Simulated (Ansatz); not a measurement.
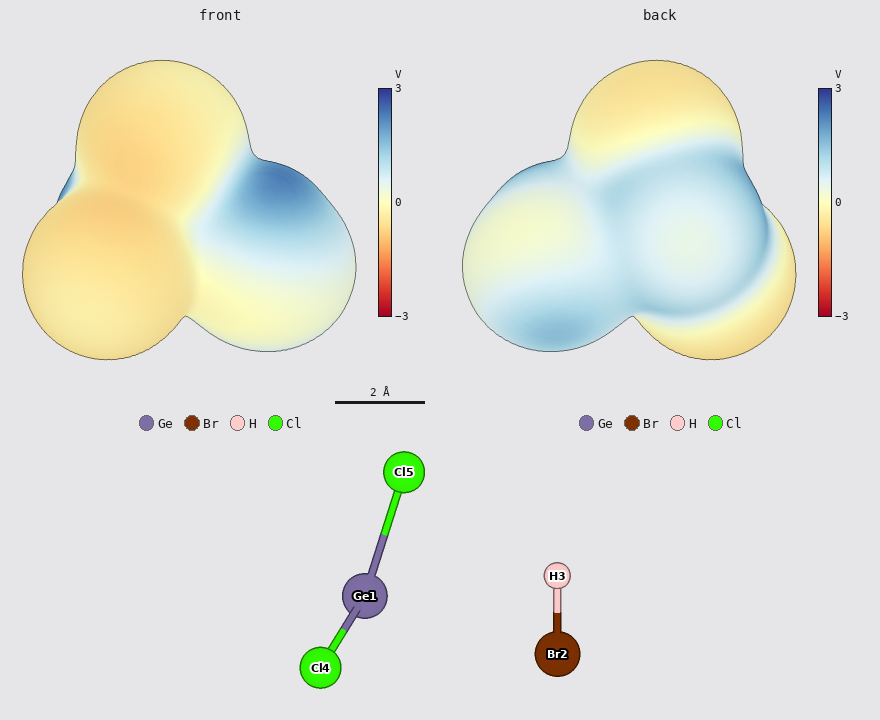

Figure 1: Cl₂Ge···HBr. The molecular electrostatic potential painted on the density surface at 0.002 e/bohr³, seen from the front and from behind; the colour scale runs from red (negative) to blue (positive). The bare structure is drawn below in the same view.

The product side of a reaction path; geometry: PBE0-D4/def2-TZVP.

All numbers below come from Ansatz, RKS PBE0-D4/def2-TZVPP.

```
atom    x (Å)    y (Å)    z (Å)
  Ge  -0.0842   1.1585  -0.8583
  Br   0.1138  -1.9415  -0.7231
   H   0.7463  -1.5903   0.5056
  Cl  -2.0236   1.1991   0.1623
  Cl   1.2477   1.1743   0.9136
```

> Describe the electrostatic potential map.

The most negative region (about −0.8 V) lies over Cl4 and Cl5, the most positive (about +2.2 V) over H3. Br2 shows a σ-hole: about +1.5 V at the tip opposite its bond, against about +0.2 V on its flanks.
